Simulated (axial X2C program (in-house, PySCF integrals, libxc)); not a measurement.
# SnCu: EOM-EA-CCSD levels

Aim: EOM-EA-CCSD levels of SnCu, with spin–orbit coupling in the Hamiltonian from the start.

Computed with an in-house X2C program for linear molecules on PySCF integrals. Level: two-component X2C with atomic mean-field terms, Sn dyall-acv3z, Cu dyall-acv3z.

All values are calculated.

### 1 Input

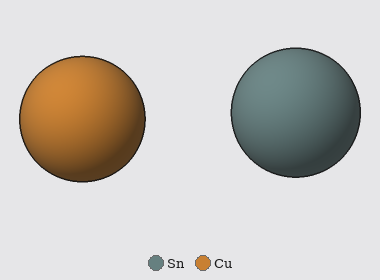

The two atoms at 2.520 Å (tin teal, copper orange).

The input, task.json:

```json
{
 "zs": [
  50,
  29
 ],
 "q": 0,
 "bas": [
  "dyall-acv3z",
  "dyall-acv3z"
 ],
 "r0": 2.52,
 "eom": "ea",
 "thr": -1.0,
 "nmax": 92,
 "grid": [
  1,
  0.96,
  1.045,
  0.92,
  1.09,
  1.15
 ]
}
```

Keys: zs atomic numbers; q charge; bas basis sets; r0 starting distance in Å; eom kind of EOM run; thr threshold in hartree for freezing inner shells (an s shell follows its p shell); nmax most natural virtual spinors; grid distances as factors.

Command:

```bash
$ python soeom.py task.json out
```

Nuclei are Gaussian, cores are contracted, and the Gaunt term is on.

### 2 EOM-EA-CCSD at 2.464 Å

Reference: the closed shell SnCu⁺; 14 electrons correlated, 92 virtual spinors; roots sought by Ω: 1/2: 5, 3/2: 4, 5/2: 2, 7/2: 1.

Output:

```text
two-component X2C + atomic mean field  HF
basis functions 266  fitting functions 1378  grid points 5801
iter        total energy     max residual
   1      -7823.684659319     2.27e-01
   2      -7823.729454401     2.44e-02
   3      -7823.725692344     3.79e-02
   4      -7823.739151717     2.38e-03
   5      -7823.739822404     1.61e-03
   6      -7823.740094948     6.18e-04
   7      -7823.740188880     5.34e-04
   8      -7823.740268283     4.45e-04
   9      -7823.740355716     3.15e-04
  10      -7823.740432695     1.09e-04
  11      -7823.740437643     6.03e-05
  12      -7823.740437903     3.18e-05
  13      -7823.740437949     1.40e-05
  14      -7823.740437961     1.49e-06
  15      -7823.740437961     5.31e-07
converged
one-electron -11394.90847238  Coulomb 3494.09093331  exact exchange -230.30205117  xc functional 0.00000000  nuclear repulsion 311.40704376  atomic mean-field constant -4.02789149
correlated 14  virtual 374  natural virtual 92  E(MP2) -0.604835310  MP2 remainder -0.120661916
iter   CCSD correlation   residual
   1     -0.394110523   2.92e-01
   2     -0.427265744   2.15e-01
   3     -0.435142688   6.48e-02
   4     -0.435720491   3.86e-02
   5     -0.435701538   2.00e-02
   6     -0.436365498   1.29e-02
   7     -0.436507636   8.28e-03
   8     -0.436348495   6.36e-03
   9     -0.436633307   5.03e-03
  10     -0.436660342   3.88e-03
  11     -0.436647971   2.43e-03
  12     -0.436722439   1.46e-03
  13     -0.436694621   9.65e-04
  14     -0.436693328   5.76e-04
  15     -0.436688769   3.01e-04
  16     -0.436686509   1.69e-04
  17     -0.436686361   9.61e-05
  18     -0.436685341   6.16e-05
  19     -0.436684345   3.89e-05
  20     -0.436685049   2.59e-05
  21     -0.436684750   1.66e-05
  22     -0.436684440   1.14e-05
  23     -0.436684654   8.34e-06
  24     -0.436684515   6.03e-06
  25     -0.436684368   4.45e-06
  26     -0.436684386   3.36e-06
(T) -0.016551693  T1 0.0696  D1 0.1504  max T2 0.090
EOM-EA-CCSD roots
2*Omega      energy/Eh   energy/eV  one-particle weight
    1      -0.23193391     -6.3112      0.924
    1      -0.16537992     -4.5002      0.943
    1      -0.15657854     -4.2607      0.001
    1      -0.11031917     -3.0019      0.006
    1      -0.10433983     -2.8392      0.006
    3      -0.22380648     -6.0901      0.925
    3      -0.15336780     -4.1734      0.002
    3      -0.11520732     -3.1350      0.030
    3      -0.10059789     -2.7374      0.083
    5      -0.11665203     -3.1743      0.002
    5      -0.09416388     -2.5623      0.000
    7      -0.02968705     -0.8078      0.000
```

T1 in the output is the amplitude norm over the root of the electron number; divide by √2 for the Lee–Taylor value.

```tsv
Ω	binding energy (eV)	above lowest (cm⁻¹)	spinor	weight
1/2	6.311	0	72% Sn pπ, 12% Cu pπ, 7% Cu dπ	0.92
3/2	6.090	1780	78% Sn pπ, 14% Cu pπ, 8% Cu dπ	0.92
1/2	4.500	14610	35% Cu sσ, 33% Cu pσ, 11% Sn pσ	0.94
```

It took 34 s on 1 thread of Arm Neoverse V2, shared host; peak memory 0.94 GiB.

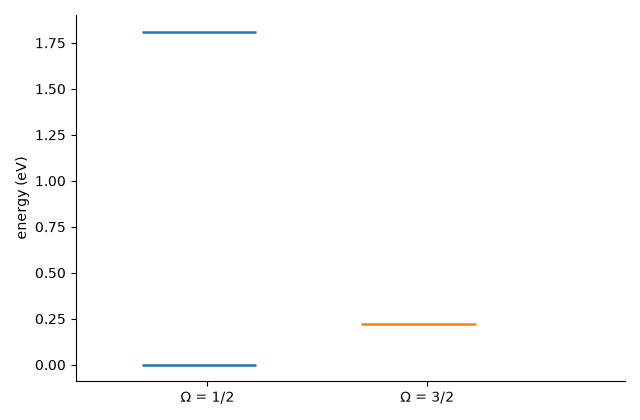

The roots by Ω, from the lowest.

### 3 EOM-EA-CCSD at 2.365 Å

```tsv
Ω	binding energy (eV)	above lowest (cm⁻¹)	spinor	weight
1/2	6.336	0	70% Sn pπ, 13% Cu pπ, 7% Cu dπ	0.93
3/2	6.120	1740	76% Sn pπ, 16% Cu pπ, 8% Cu dπ	0.93
1/2	4.483	14950	35% Cu pσ, 33% Cu sσ, 10% Sn pσ	0.94
```

Run time: 38 s. Hardware: 1 thread of Arm Neoverse V2, shared host; peak memory 1 GiB.

### 4 EOM-EA-CCSD at 2.575 Å

```tsv
Ω	binding energy (eV)	above lowest (cm⁻¹)	spinor	weight
1/2	6.286	0	73% Sn pπ, 10% Cu pπ, 6% Cu dπ	0.92
3/2	6.058	1840	80% Sn pπ, 12% Cu pπ, 7% Cu dπ	0.92
1/2	4.530	14160	37% Cu sσ, 31% Cu pσ, 11% Sn pσ	0.94
```

Run time: 35 s. Hardware: 1 thread of Arm Neoverse V2, shared host; peak memory 1 GiB.

### 5 EOM-EA-CCSD at 2.267 Å

```tsv
Ω	binding energy (eV)	above lowest (cm⁻¹)	spinor	weight
1/2	6.364	0	68% Sn pπ, 15% Cu pπ, 7% Cu dπ	0.93
3/2	6.154	1700	73% Sn pπ, 18% Cu pπ, 8% Cu dπ	0.93
1/2	4.471	15270	36% Cu pσ, 32% Cu sσ, 10% Sn sσ	0.94
3/2	2.658	29890	50% Cu pπ, 30% Sn dπ, 10% Cu dπ	0.63
```

Run time: 35 s. Hardware: 1 thread of Arm Neoverse V2, shared host; peak memory 1 GiB.

### 6 EOM-EA-CCSD at 2.686 Å

```tsv
Ω	binding energy (eV)	above lowest (cm⁻¹)	spinor	weight
1/2	6.261	0	74% Sn pπ, 8% Cu pπ	0.92
3/2	6.026	1900	82% Sn pπ, 11% Cu pπ, 7% Cu dπ	0.91
1/2	4.573	13620	39% Cu sσ, 28% Cu pσ, 12% Sn pσ	0.94
```

Wall time 32 s (1 thread of Arm Neoverse V2, shared host); peak memory 1 GiB.

### 7 Curves of the states

Energies in eV from the lowest point of the lowest state; states are followed by energy order within each Ω.

```tsv
R (Å)	(1)Ω=1/2	(1)Ω=3/2	(2)Ω=1/2
2.267	0.1870	0.3974	2.0797
2.365	0.0419	0.2576	1.8950
2.464	0.0000	0.2212	1.8110
2.575	0.0366	0.2643	1.7921
2.686	0.1317	0.3667	1.8199
```

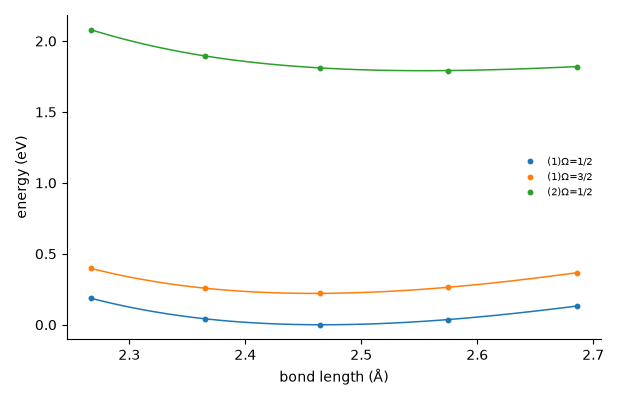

The states along the bond.

### 8 Summary of results

| quantity | value |
| --- | --- |
| lowest root at 2.464 Å | Ω = 1/2, 6.311 eV |
| next root led by one particle | Ω = 3/2, about 1780 cm⁻¹ higher |
| T1 of the reference | 0.049 |

The added electron is bound by 6.31 eV in a spinor of 72% Sn pπ, 12% Cu pπ, 7% Cu dπ. Errors of 0.1 to 0.3 eV are usual at this size, and roots led by higher excitations are left out, so the list is incomplete, and low states of that kind can be missing. T1 or the largest double amplitude of the reference is raised, which lowers the reliability.
